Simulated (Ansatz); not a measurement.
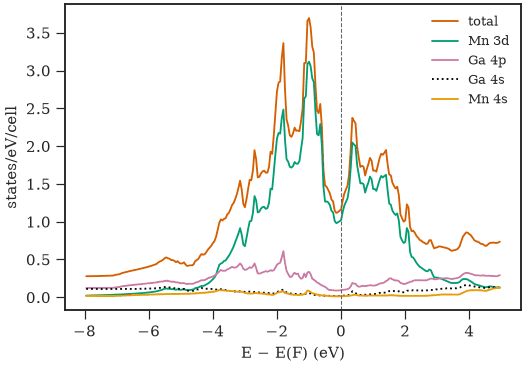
Fig. 1. Total and projected density of states of MnGa in space group P-6m2 (No. 187; Mn on 1a, Ga on 1d), the program Ansatz at the PBEsol level (PAW)

Task: Which orbitals carry the states next to the Fermi level?

Result: Within 0.5 eV of the Fermi level: Mn 3d 88 %, Ga 4p 8 %. Projections are on Löwdin-orthogonalised atomic valence shells; empty p or d shells of many metals are not among them.

Task: Where is the tallest occupied peak in this window, and what makes it?

Result: Near -1.0 eV, about 3.7 states/eV per cell; the largest projected share is Mn 3d.

The workflow started from a Materials Project entry (that database holds measured and hypothetical structures alike); the Crystallography Open Database copy checked does not list it. With Mn and Ga taken as one species the cell has the higher symmetry P6_3/mmc, so it may be an ordered model of a mixed-site phase. Its standing as an ambient phase is unchecked. Symmetry was held in the PBEsol relaxation; its stability against distortions is not shown here. Spin order of the final state: ferromagnetic, chosen from 4 collinear starts compared on coarse meshes (ties went to the first, and starts can fall back to one state), not a proven ground state. Scalar-relativistic: spin–orbit coupling is off unless named, which matters more the heavier the elements.

Potentials: the later of the program's two PAW sets.
